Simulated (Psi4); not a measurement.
**BNH3F (SMILES NBF) at TPSSh/def2-TZVP**

Aim: the energy change on altering one bond length of BNH3F at TPSSh/def2-TZVP, from 2 runs. 

Program for the calculation: Psi4 1.11.

2 further runs of the same task are left out: 2 set aside as unsound or not needed.

### 1 Starting point

BNH3F: 6 atoms, total charge 0, spin state singlet. As SMILES, `NBF`. Geometry: relaxed at PBE0-D4/def2-TZVP.

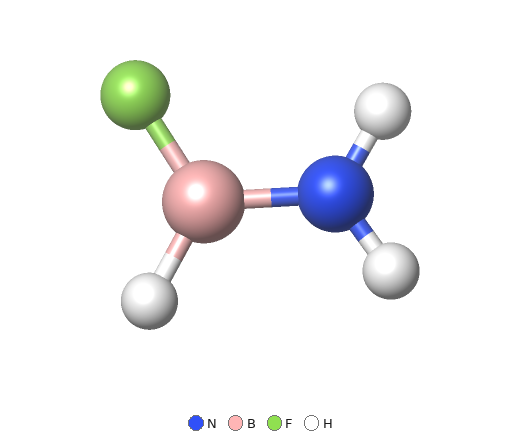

Viewed from a chosen angle; nitrogen blue, boron pink, fluorine green, hydrogen white.

### 2 Energy and forces at TPSSh/def2-TZVP

Contents of input.dat:

```
memory 1.6 GB

molecule {
  0 1
  N     -0.426400     0.101100    -0.582100
  B      0.415700    -0.151700     0.493800
  F      0.446700     0.710400     1.515900
  H     -0.487800    -0.513300    -1.373400
  H     -1.022000     0.910700    -0.632200
  H      1.115700    -1.121200     0.531800
  symmetry c1
}

set {
  basis def2-TZVP
  reference rks
  puream true
  e_convergence 1e-09
  d_convergence 1e-08
  scf_type pk
  dft_radial_points 99
  dft_spherical_points 590
}

energy_value, wavefunction = gradient('tpssh', return_wfn=True)
oeprop(wavefunction, 'DIPOLE', 'LOWDIN_CHARGES', 'MULLIKEN_CHARGES', title='TPSSH')
```

Started as:

```console
$ psi4 input.dat output.dat -n 1
```

output.dat:

```text
[...]
  Running in c1 symmetry.
[...]
  Nuclear repulsion =   65.180622369518190
[...]
  Multiplicity = 1
[...]
  Nalpha       = 12
  Nbeta        = 12
[...]
    Number of basis functions: 111
[...]
   @RKS iter   1:  -181.12067948957969   -3.35662e-01   8.03745e-03 DIIS/ADIIS
[...]
   @RKS iter  11:  -181.43074974400952   -1.19371e-12   2.35370e-09 DIIS
[...]
    Orbital Energies [Eh]
    ---------------------
    Doubly Occupied:
       1A    -24.582690     2A    -14.250261     3A     -6.724555
       4A     -1.164334     5A     -0.858133     6A     -0.528914
       7A     -0.508616     8A     -0.463604     9A     -0.414182
      10A     -0.410716    11A     -0.326848    12A     -0.284182
[...]
  @RKS Final Energy:  -181.43074974400952
   => Energetics <=
    Nuclear Repulsion Energy =             65.1806223695181899
    One-Electron Energy =                -378.1685645109474763
    Two-Electron Energy =                 152.0377703168476273
    DFT Exchange-Correlation Energy =     -20.4805779194278550
    Empirical Dispersion Energy =           0.0000000000000000
    VV10 Nonlocal Energy =                  0.0000000000000000
    Total Energy =                       -181.4307497440095176
[...]
  -Total Gradient:
     Atom            X                  Y                   Z
    ------   -----------------  -----------------  -----------------
       1        0.000810173865    -0.000503911526     0.000735349850
       2       -0.003623042517     0.006259161954     0.001211706108
       3       -0.000126421523    -0.004058105518    -0.004771509965
       4        0.000484104929     0.001169656870     0.002115443441
       5        0.001563038803    -0.001628974815     0.000677248712
       6        0.000901101190    -0.001263587165     0.000017155185
[...]
 Multipole Moments:
 ------------------------------------------------------------------------------------
     Multipole            Electronic (a.u.)      Nuclear  (a.u.)        Total (a.u.)
 ------------------------------------------------------------------------------------
 L = 1.  Multiply by 2.5417464519 to convert [e a0] to [Debye]
 Dipole X            :          0.8696962           -1.3159375           -0.4462413
 Dipole Y            :          1.3503578           -1.4470758           -0.0967179
 Dipole Z            :          2.9280898           -3.7581444           -0.8300546
 Magnitude           :                                                    0.9473523
[...]
  Mulliken Charges: (a.u.)
   Center  Symbol    Alpha    Beta     Spin     Total
       1     N     3.72981  3.72981  0.00000 -0.45962
       2     B     2.35995  2.35995  0.00000  0.28009
       3     F     4.64160  4.64160  0.00000 -0.28320
       4     H     0.37629  0.37629  0.00000  0.24742
       5     H     0.37743  0.37743  0.00000  0.24515
       6     H     0.51492  0.51492  0.00000 -0.02984
   Total alpha = 12.00000, Total beta = 12.00000, Total charge = -0.00000
  Lowdin Charges: (a.u.)
   Center  Symbol    Alpha    Beta     Spin     Total
[...]
```

It took 75 s on 1 thread of Intel Xeon Platinum 8259CL at 2.50GHz (Skylake/Cascade Lake), shared host; peak memory 0.64 GiB.

### 3 The distorted shape

Contents of run.py:

```python
import numpy as np
from ase.calculators.psi4 import Psi4
from ase import Atoms

atoms = Atoms(['N', 'B', 'F', 'H', 'H', 'H'], positions=[
    [-0.435699, -0.157510, -0.888707],
    [0.406401, -0.410310, 0.187193],
    [0.446700, 0.710400, 1.515900],
    [-0.497099, -0.771910, -1.680007],
    [-1.031299, 0.652090, -0.938807],
    [1.106401, -1.379810, 0.225193],
])
calc = Psi4(atoms=atoms, method='tpssh', basis='def2-TZVP', memory='1600MB', num_threads=1, charge=0, multiplicity=1, label='bfh3n')
calc.psi4.set_options({'puream': True, 'e_convergence': 1e-09, 'd_convergence': 1e-08, 'scf_type': 'pk', 'dft_radial_points': 99, 'dft_spherical_points': 590})
atoms.calc = calc

forces = atoms.get_forces()
print(f'energy: {atoms.get_potential_energy():.6f} eV')
print('forces / eV A^-1')
print(np.round(forces, 5))
```

Started as:

```console
$ python run.py
```

bfh3n.dat:

```text
[...]
  Running in c1 symmetry.
[...]
  Nuclear repulsion =   58.609131332509868
[...]
  Multiplicity = 1
[...]
  Nalpha       = 12
  Nbeta        = 12
[...]
    Number of basis functions: 111
[...]
   @RKS iter   1:  -181.08384560724403   -5.37300e-01   7.90448e-03 DIIS/ADIIS
[...]
   @RKS iter  11:  -181.37526359123331   -2.16005e-12   3.33367e-09 DIIS
[...]
    Orbital Energies [Eh]
    ---------------------
    Doubly Occupied:
       1A    -24.533286     2A    -14.283448     3A     -6.774594
       4A     -1.055880     5A     -0.886652     6A     -0.538661
       7A     -0.527914     8A     -0.414965     9A     -0.364255
      10A     -0.339160    11A     -0.313242    12A     -0.305267
[...]
  @RKS Final Energy:  -181.37526359123331
   => Energetics <=
    Nuclear Repulsion Energy =             58.6091313325098682
    One-Electron Energy =                -365.3518912804994443
    Two-Electron Energy =                 145.7297130261817983
    DFT Exchange-Correlation Energy =     -20.3622166694255569
    Empirical Dispersion Energy =           0.0000000000000000
    VV10 Nonlocal Energy =                  0.0000000000000000
    Total Energy =                       -181.3752635912333062
[...]
 Multipole Moments:
 ------------------------------------------------------------------------------------
     Multipole            Electronic (a.u.)      Nuclear  (a.u.)        Total (a.u.)
 ------------------------------------------------------------------------------------
 L = 1.  Multiply by 2.5417464519 to convert [e a0] to [Debye]
 Dipole X            :          0.7840519           -1.3281372           -0.5440853
 Dipole Y            :          1.2415470           -1.7863554           -0.5448083
 Dipole Z            :          2.6669811           -4.1603929           -1.4934119
 Magnitude           :                                                    1.6802155
[...]
  -Total Gradient:
     Atom            X                  Y                   Z
    ------   -----------------  -----------------  -----------------
       1       -0.007323129024    -0.009222016062    -0.022235625102
       2        0.001062061840    -0.047512971319    -0.051842302034
       3        0.004438718310     0.064856940385     0.080304902937
       4       -0.001027817322     0.003273691849     0.002041296235
       5        0.001979296138    -0.002494527212     0.000374918758
       6        0.000856980518    -0.008888262692    -0.008651124634
[...]
```

The script printed:

```text
energy: -4935.472313 eV
forces / eV A^-1
[[ 0.37657  0.47422  1.1434 ]
 [-0.05461  2.44322  2.66584]
 [-0.22825 -3.33508 -4.12944]
 [ 0.05285 -0.16834 -0.10497]
 [-0.10178  0.12827 -0.01928]
 [-0.04407  0.45705  0.44486]]
```

Run time: 67 s. Hardware: 1 thread of Intel Xeon Platinum 8259CL at 2.50GHz (Skylake/Cascade Lake), shared host; peak memory 0.65 GiB.

### 4 Outcome

At TPSSh/def2-TZVP:

| quantity | value |
| --- | --- |
| first shape: total energy | -181.43075 Eh |
| first shape: dipole moment | 2.41 D |
| first shape: HOMO energy | -7.73 eV |
| first shape: LUMO energy | 0.55 eV |
| first shape: HOMO–LUMO gap | 8.29 eV |
| first shape: largest force on an atom | 0.377 eV/Å |
| distorted shape: total energy | -181.37526 Eh |
| distorted shape: dipole moment | 4.27 D |
| distorted shape: HOMO energy | -8.31 eV |
| distorted shape: LUMO energy | -0.52 eV |
| distorted shape: HOMO–LUMO gap | 7.79 eV |
| distorted shape: largest force on an atom | 5.313 eV/Å |
| energy change with the B2–F3 bond stretched from 1.337 to 1.739 Å | 1.510 eV |

With the B2–F3 bond stretched from 1.337 to 1.739 Å the energy rises by 1.51 eV (146 kJ/mol). The first shape isn't relaxed at this level, so the change isn't measured from a minimum. The largest force (first shape) is 0.38 eV/Å: the shape isn't a stationary point for this species at this level. Mulliken charges (first shape) run from -0.46 on N1 to +0.28 on B2; they depend strongly on the basis.
